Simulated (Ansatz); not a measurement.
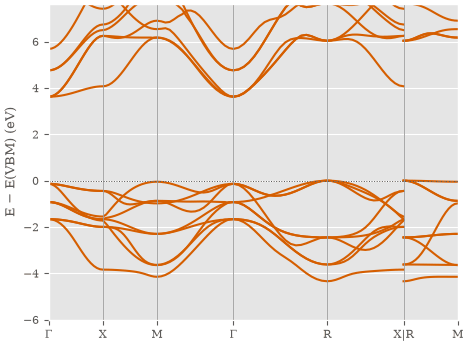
Band structure from DFT-PBE in the program Ansatz with PAW potentials

Task: Read off the gap and where the band edges lie.

Result: About 3.6 eV (3.62 eV by a search for the band edges); maximum at R, minimum at Γ.

The material is BaHfO$_{3}$ (cubic perovskite, Pm-3m).

The PBE relaxation kept the symmetry of its start; phonons on a q-mesh show no instability. The run is not spin-polarised. Scalar-relativistic: spin–orbit coupling is off unless named, which matters more the heavier the elements.

Potentials: the later of the program's two PAW sets.
